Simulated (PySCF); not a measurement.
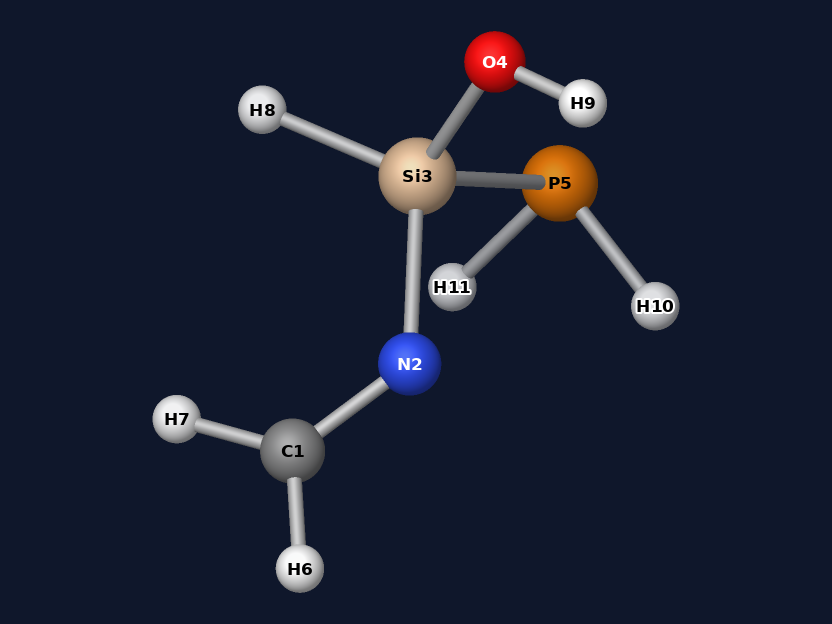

Atoms carry their numbers in the input. The computed structure is the end point of a PBE0-D3(BJ)/def2-SVP optimisation. No frequency run is at hand to confirm it as a minimum.

List the bonds and their lengths.

```
  bond  length (Å)   order
 C1–N2       1.262  double
 C1–H6       1.107  single
 C1–H7       1.112  single
N2–Si3       1.752  single
Si3–O4       1.658  single
Si3–P5       2.261  single
Si3–H8       1.494  single
 O4–H9       0.962  single
P5–H10       1.430  single
P5–H11       1.431  single
```
